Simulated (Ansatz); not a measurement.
**C$_{2}$H$_{7}$Al: nudged elastic band (part 1 of 2)**

The run: nudged elastic band of C$_{2}$H$_{7}$Al. Method and program: RHF/def2-SVP (Ansatz 0.2.0).

The run did not end well. One setting was made poor on purpose. It belongs to a series of runs on one base structure; here: band between the two ends.

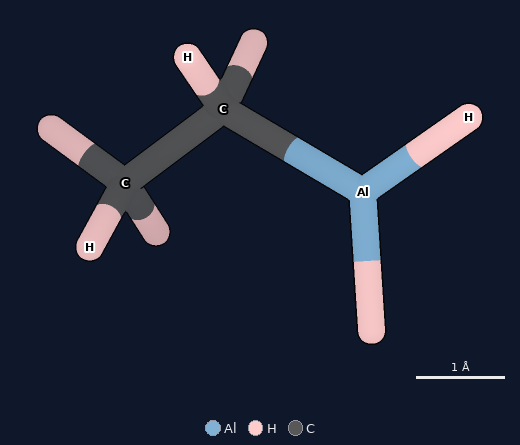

Figure 1. The input geometry (stick view, seen at a tilt). Sticks mark near contacts. Bond lengths as drawn: Al–C 1.98 Å, Al–H 1.58 Å, C–C 1.53 Å and C–H 1.09 to 1.10 Å.

The input:
```yaml
crystal:
  periodic: [false, false, false]
  atoms:
    - { symbol: Al, position_ang: [0.231883, 0.038586, 0.123991] }
    - { symbol: H, position_ang: [0.171416, 0.031708, 1.706913] }
    - { symbol: H, position_ang: [1.645248, 0.092575, -0.590879] }
    - { symbol: C, position_ang: [-1.454062, -0.029384, -0.904574] }
    - { symbol: H, position_ang: [-1.963715, -0.959231, -0.615587] }
    - { symbol: H, position_ang: [-2.106264, 0.762845, -0.513003] }
    - { symbol: C, position_ang: [-1.370293, 0.065976, -2.433362] }
    - { symbol: H, position_ang: [-2.35562, 0.006852, -2.902497] }
    - { symbol: H, position_ang: [-0.915972, 1.006683, -2.754544] }
    - { symbol: H, position_ang: [-0.762221, -0.73821, -2.85506] }
basis:
  gaussian: { orbitals: def2-SVP }
hamiltonian:
  xc: hf
neb:
  order_check: false
  images: 7
  f_tol: 0.05
  max_iterations: 10
  final_atoms:
    - { symbol: Al, position_ang: [-1.95009947, 0.53767496, 0.81499389] }
    - { symbol: H, position_ang: [2.86912904, -0.14996162, 0.51021248] }
    - { symbol: H, position_ang: [2.99939526, -0.2736168, -0.21534066] }
    - { symbol: C, position_ang: [-2.41615727, 0.02222131, -1.07423776] }
    - { symbol: H, position_ang: [-2.81978938, -1.00176823, -1.04540435] }
    - { symbol: H, position_ang: [-3.26493918, 0.65005815, -1.38675774] }
    - { symbol: C, position_ang: [-1.29877451, 0.10598355, -2.12720528] }
    - { symbol: H, position_ang: [-1.64041902, -0.19225585, -3.1217719] }
    - { symbol: H, position_ang: [-0.90354937, 1.12193327, -2.21889964] }
    - { symbol: H, position_ang: [-0.45439609, -0.54186874, -1.87419106] }
  initial_path:
    images:
      - { positions_ang: [[0.231883, 0.038586, 0.123991], [0.171416, 0.031708, 1.706913], [1.645248, 0.092575, -0.590879], [-1.454062, -0.029384, -0.904574], [-1.963715, -0.959231, -0.615587], [-2.106264, 0.762845, -0.513003], [-1.370293, 0.065976, -2.433362], [-2.35562, 0.006852, -2.902497], [-0.915972, 1.006683, -2.754544], [-0.762221, -0.73821, -2.85506]] }
      - { positions_ang: [[0.17450346, 0.02949199, 0.09255765], [0.43170136, 0.02490901, 1.59923609], [1.66288186, 0.07001537, -0.34303769], [-1.51695348, -0.0218402, -0.92425096], [-2.03923119, -0.95165885, -0.64940934], [-2.15690121, 0.79249437, -0.55440669], [-1.38582565, 0.06621774, -2.44429389], [-2.35433545, -0.04825764, -2.9354745], [-0.97030783, 1.02986114, -2.75433169], [-0.72513187, -0.71283293, -2.82519098]] }
      - { positions_ang: [[0.11712392, 0.02039797, 0.06112429], [0.69198672, 0.01811002, 1.49155918], [1.68051573, 0.04745575, -0.09519637], [-1.57984497, -0.0142964, -0.94392792], [-2.11474739, -0.9440867, -0.68323167], [-2.20753842, 0.82214373, -0.59581037], [-1.4013583, 0.06645948, -2.45522579], [-2.3530509, -0.10336727, -2.96845201], [-1.02464366, 1.05303928, -2.75411938], [-0.68804274, -0.68745586, -2.79532196]] }
      - { positions_ang: [[0.05974438, 0.01130396, 0.02969094], [0.95227208, 0.01131102, 1.38388227], [1.69814959, 0.02489612, 0.15264494], [-1.64273645, -0.00675261, -0.96360488], [-2.19026358, -0.93651454, -0.71705401], [-2.25817562, 0.8517931, -0.63721406], [-1.41689095, 0.06670122, -2.46615768], [-2.35176635, -0.15847691, -3.00142951], [-1.07897949, 1.07621742, -2.75390708], [-0.65095361, -0.66207879, -2.76545293]] }
      - { positions_ang: [[0.00236485, 0.00220995, -0.00174242], [1.21255744, 0.00451203, 1.27620535], [1.71578345, 0.0023365, 0.40048626], [-1.70562794, 0.00079119, -0.98328184], [-2.26577977, -0.92894239, -0.75087634], [-2.30881283, 0.88144247, -0.67861775], [-1.43242361, 0.06694296, -2.47708957], [-2.3504818, -0.21358655, -3.03440701], [-1.13331531, 1.09939556, -2.75369477], [-0.61386448, -0.63670172, -2.73558391]] }
      - { positions_ang: [[-0.48575123, 0.1360762, 0.20244166], [1.62670034, -0.03410638, 1.08470714], [2.03668641, -0.06665183, 0.24652953], [-1.88326027, 0.00614872, -1.00602082], [-2.40428218, -0.94714885, -0.82450834], [-2.54784442, 0.82359639, -0.85565275], [-1.39901133, 0.07670311, -2.3896185], [-2.1729661, -0.20825387, -3.05624823], [-1.07587383, 1.10502999, -2.61999599], [-0.57399738, -0.61299347, -2.5202357]] }
      - { positions_ang: [[-0.97386731, 0.26994245, 0.40662574], [2.04084324, -0.07272479, 0.89320892], [2.35758936, -0.13564015, 0.0925728], [-2.0608926, 0.01150625, -1.0287598], [-2.54278458, -0.96535531, -0.89814034], [-2.78687601, 0.76575031, -1.03268774], [-1.36559906, 0.08646326, -2.30214743], [-1.99545041, -0.2029212, -3.07808945], [-1.01843234, 1.11066442, -2.48629721], [-0.53413029, -0.58928523, -2.30488748]] }
      - { positions_ang: [[-1.46198339, 0.40380871, 0.61080981], [2.45498614, -0.11134321, 0.7017107], [2.67849231, -0.20462848, -0.06138393], [-2.23852494, 0.01686378, -1.05149878], [-2.68128698, -0.98356177, -0.97177235], [-3.02590759, 0.70790423, -1.20972274], [-1.33218678, 0.09622341, -2.21467635], [-1.81793472, -0.19758853, -3.09993068], [-0.96099086, 1.11629885, -2.35259843], [-0.49426319, -0.56557698, -2.08953927]] }
      - { positions_ang: [[-1.95009947, 0.53767496, 0.81499389], [2.86912904, -0.14996162, 0.51021248], [2.99939526, -0.2736168, -0.21534066], [-2.41615727, 0.02222131, -1.07423776], [-2.81978938, -1.00176823, -1.04540435], [-3.26493918, 0.65005815, -1.38675774], [-1.29877451, 0.10598355, -2.12720528], [-1.64041902, -0.19225585, -3.1217719], [-0.90354937, 1.12193327, -2.21889964], [-0.45439609, -0.54186874, -1.87419106]] }
```

Launch command:
```bash
ansatz run input.yaml --threads 1 --pin off --max-ram 2048MiB --backend cpu --events-out ev --progress --plain --runs-dir out
```

What the program printed:
```
Engine: ansatz 0.2.0, aarch64-unknown-linux-gnu
Functional definition: HF
  exchange = exact_x
  correlation = 0
882 factors; integrals over basis functions are off by at most 5.9e-4 eV
mean field evaluation 1: about -8748.4803 eV, gradient 2.6e1 eV
mean field evaluation 2: about -8748.4814 eV, gradient 2.6e1 eV
mean field evaluation 4: about -8750.5190 eV, gradient 2.6e0 eV
mean field evaluation 8: about -8750.5450 eV, gradient 3.1e-3 eV
mean field -8750.54500477 eV, -321.5765975930 hartree, gradient 1.7e-5 eV, S^2 0.000000; 0 other end points of the search recorded, 0 dependent functions left out
the calculation of the forces begins
reference -8750.54500477 eV, -321.5765975930 hartree; 16, 16 occupied and 65, 65 virtual orbitals, 882 factors
874 factors; integrals over basis functions are off by at most 3.6e-4 eV
mean field evaluation 16: about -8749.1061 eV, gradient 1.1e-1 eV
mean field -8749.10604357 eV, -321.5237167441 hartree, gradient 2.0e-5 eV, S^2 0.000000; 0 other end points of the search recorded, 0 dependent functions left out
[... from here on the field's lines of each further geometry are left out, up to the last ...]
NEB iter   1: max|band force component| = 4.384e0 eV/Å  barrier→ = 5.0645 eV  barrier← = 3.6256 eV  Δτ_max = 0.2000 Å  (283 SCF iters)
NEB iter   2: max|band force component| = 4.488e0 eV/Å  barrier→ = 5.3673 eV  barrier← = 3.9283 eV  Δτ_max = 0.1020 Å  (207 SCF iters)
NEB iter   3: max|band force component| = 2.304e0 eV/Å  barrier→ = 4.8164 eV  barrier← = 3.3774 eV  Δτ_max = 0.1951 Å  (174 SCF iters)
NEB iter   4: max|band force component| = 1.805e0 eV/Å  barrier→ = 4.2628 eV  barrier← = 2.8239 eV  Δτ_max = 0.2000 Å  (177 SCF iters)
NEB iter   5: max|band force component| = 1.932e0 eV/Å  barrier→ = 3.4982 eV  barrier← = 2.0593 eV  Δτ_max = 0.1991 Å  (180 SCF iters)
NEB iter   6: max|band force component| = 1.973e0 eV/Å  barrier→ = 3.2101 eV  barrier← = 1.7711 eV  Δτ_max = 0.1964 Å  (175 SCF iters)
NEB iter   7: max|band force component| = 1.024e0 eV/Å  barrier→ = 3.3939 eV  barrier← = 1.9549 eV  Δτ_max = 0.2000 Å  (170 SCF iters)
NEB iter   8: max|band force component| = 2.005e0 eV/Å  barrier→ = 3.7190 eV  barrier← = 2.2800 eV  Δτ_max = 0.0999 Å  (172 SCF iters)
NEB iter   9: max|band force component| = 1.316e0 eV/Å  barrier→ = 3.7970 eV  barrier← = 2.3581 eV  CI = image 3  Δτ_max = 0.2000 Å  (160 SCF iters)
the calculation of the forces begins
reference -8749.09266440 eV, -321.5232250686 hartree; 16, 16 occupied and 65, 65 virtual orbitals, 885 factors
these checks for a lower state are left out or cut short: starts, cluster_reference, orbital_swaps, neighbouring_geometries, increment
881 factors; integrals over basis functions are off by at most 3.3e-4 eV
mean field -8749.10275432 eV, -321.5235958666 hartree, gradient 3.0e-5 eV, S^2 0.000000; 0 other end points of the search recorded, 0 dependent functions left out
the calculation of the forces begins
reference -8749.10275432 eV, -321.5235958666 hartree; 16, 16 occupied and 65, 65 virtual orbitals, 881 factors
NEB iter  10: max|band force component| = 6.910e-1 eV/Å  barrier→ = 3.7912 eV  barrier← = 2.3523 eV  CI = image 3  Δτ_max = 0.1338 Å  (164 SCF iters)
```

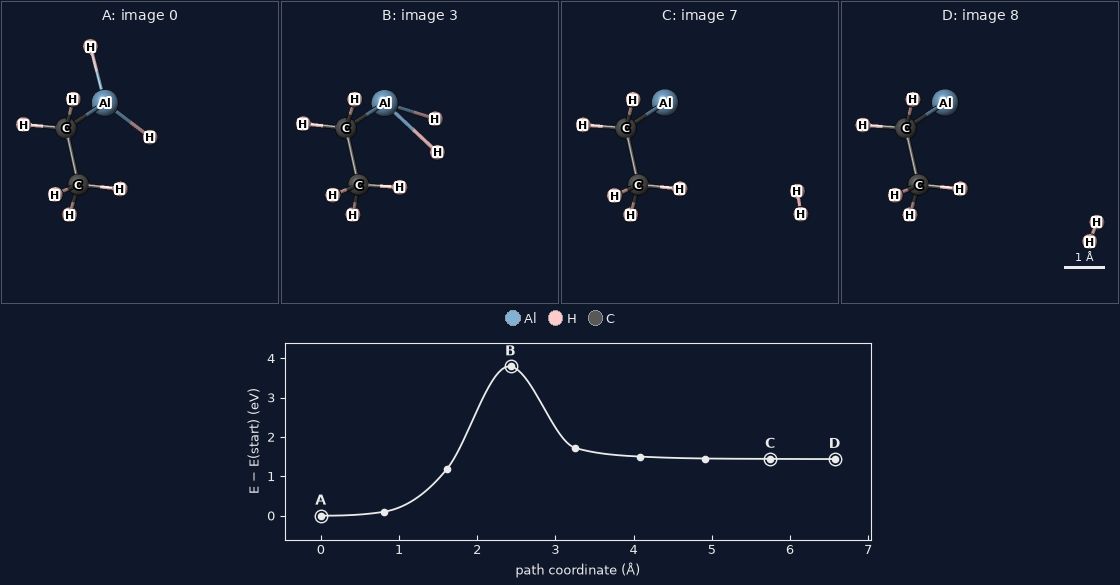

Figure 2. Images of the last band (counted from 0; ball-and-stick, seen at a tilt) above the energy along the path; the line is a cubic interpolation that uses the forces. The highest image is number 3, 3.791 eV above the start and 2.352 eV above the end (the climbing image); the end lies 1.439 eV above the start. The path is 6.57 Å long. The band had not converged after 10 iterations.
